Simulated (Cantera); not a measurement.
Input: 1 mol B2H6, 5.6 mol H2O, 0.33 mol N2, held at 0.340 bar.

Method: chemical equilibrium by Gibbs-energy minimisation in Cantera with the NASA 1993 tables (ideal gas, pure condensed phases). Candidate condensed phases: B, BN, B2O3, B3O3H3, H2O; 39 gas species. The feed counts by its element totals alone. The numbers say what is thermodynamically allowed, not how fast it happens.

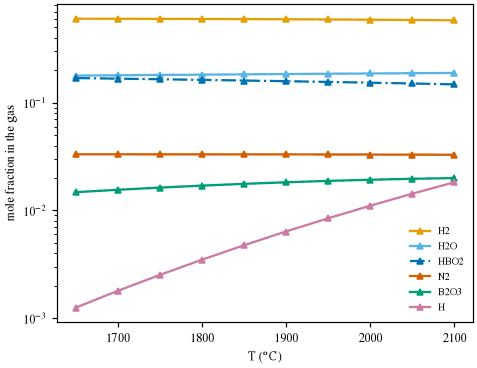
Equilibrium gas composition (values under 1e-9 drawn at 1e-9)

From 1650 °C to 2100 °C nothing is condensed. The main B-bearing gas is HBO2 throughout.
